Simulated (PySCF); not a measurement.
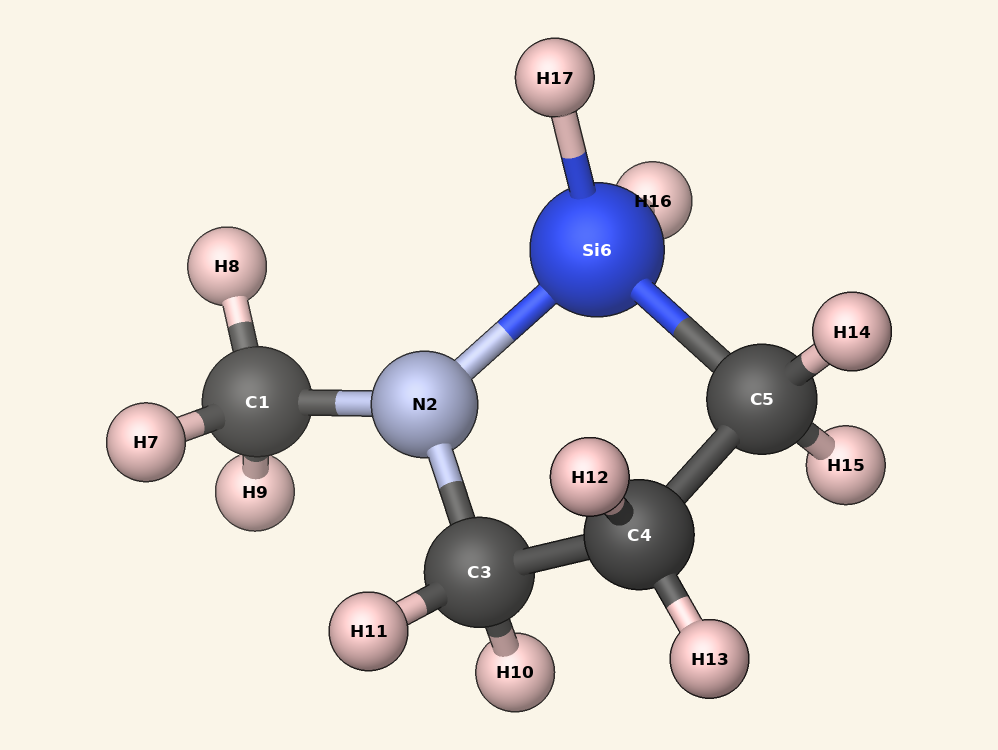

Computed geometry: PBE0-D3(BJ)/def2-SVP optimisation. No frequency run is at hand to confirm it as a minimum. Level of theory: delta-SCF UKS SCAN, pcX-2 on the ionised atom, pcseg-1 elsewhere, spin-free X2C (PySCF 2.14.0).

Give the core-electron binding energies (to vacuum; p and d levels without spin–orbit splitting) of C1 1s, N2 1s, C3 1s, C4 1s, C5 1s, Si6 1s, Si6 2p.

| atom | level | binding energy (eV) |
| --- | --- | --- |
| C1 | 1s | 291.4 |
| N2 | 1s | 403.9 |
| C3 | 1s | 291.2 |
| C4 | 1s | 290.6 |
| C5 | 1s | 290.0 |
| Si6 | 1s | 1846.2 |
| Si6 | 2p | 106.6 |
